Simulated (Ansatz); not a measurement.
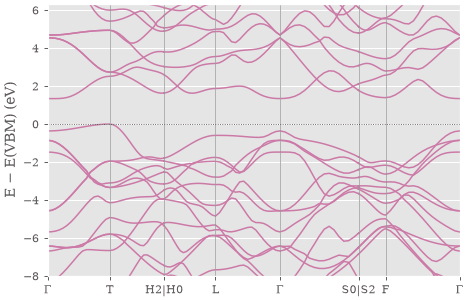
Fig. 1. Band structure from DFT-PBEsol in the program Ansatz with PAW potentials

### Question
Read off the gap and where the band edges lie.

### Answer
About 1.3 eV (1.34 eV by a search for the band edges); maximum at T, minimum on the Γ–T line, 10 % of the way from Γ.

The material is B (α-B12, R-3m).

Symmetry was held in the PBEsol relaxation.

Potentials: the later of the program's two PAW sets.
